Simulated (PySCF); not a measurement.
H$_{5}$NO, SMILES `O.N`.

Level of theory: PBE/cc-pVDZ (PySCF), at a geometry from GFN2-xTB. The pair's geometry is semi-empirical, so its contact may be too short or too long.

Input script:

```python
import numpy as np
from pyscf import gto, scf, dft
from pyscf.scf import atom_ks, atom_hf
from scipy.linalg import block_diag

def solve(mol, dm0=None, hcore=None):
    mf = (dft.UKS if mol.spin else dft.RKS)(mol, xc='pbe')
    mf.grids.level = 3
    mf = mf.density_fit(auxbasis='def2-universal-jkfit')
    mf.conv_tol, mf.max_cycle = 1e-8, 80
    if hcore is not None:
        mf.get_hcore = lambda *args: hcore
    mf.kernel(dm0)
    if not mf.converged:
        mf = mf.newton().run(mf.mo_coeff, mf.mo_occ, max_cycle=30)
    assert mf.converged, 'SCF not converged'
    return mf

mol = gto.M(atom='''
O     -1.51317    -0.09919     0.00032
H     -0.53968    -0.09445     0.00279
H     -1.78533     0.81973     0.00032
N      1.33490     0.01882     0.00086
H      1.60127    -0.92125     0.26685
H      1.70673     0.19609    -0.92415
H      1.77803     0.66168     0.64561
''', basis='cc-pvdz', charge=0, spin=0, verbose=4)
mf = solve(mol)
mf.analyze()
# spherically averaged free atoms, for the promolecule
atm = atom_ks.get_atm_nrks(mol, xc='pbe')
pro = block_diag(*[(atm[a[0]][2] * atm[a[0]][3]) @ atm[a[0]][2].T for a in mol._atom])
np.savez('result.npz', e=mf.e_tot, c=mf.mo_coeff, occ=mf.mo_occ, eps=mf.mo_energy, pro=pro, dip=mf.dip_moment(verbose=0), s2=mf.spin_square()[0])
```

Command:

```sh
OMP_NUM_THREADS=1 python input.py
```

The run took 4.6 s on 1 thread of Intel(R) Xeon(R) Platinum 8275CL CPU @ 3.00GHz (Skylake/Cascade Lake), on a shared host, peak memory 0.25 GiB.

Partitions, critical points and surface values were worked out afterwards from this run's density.

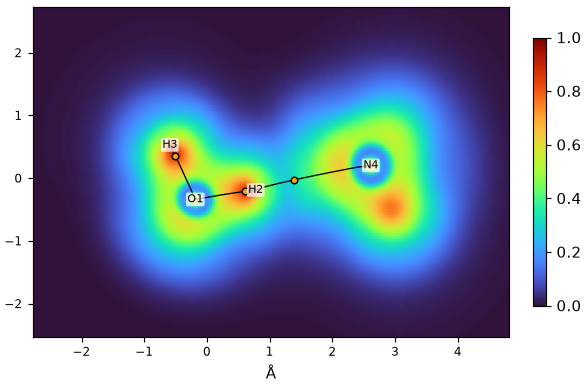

Localised orbital locator (LOL) in the plane of O1, H2, H3 and N4, with bond paths and bond critical points (dots).

### What values does LOL take at the bond critical points in this plane?

O1–H3: about 0.87; O1–H2: about 0.86; H2–N4: about 0.32. Values above 0.5 mark slow, localised electrons, as in shared pairs; low values at a critical point mark a polar or closed-shell contact whose critical point lies between the shells.

### Where along O1–H2 does the critical point lie?

0.79 Å from O1 and 0.18 Å from H2.
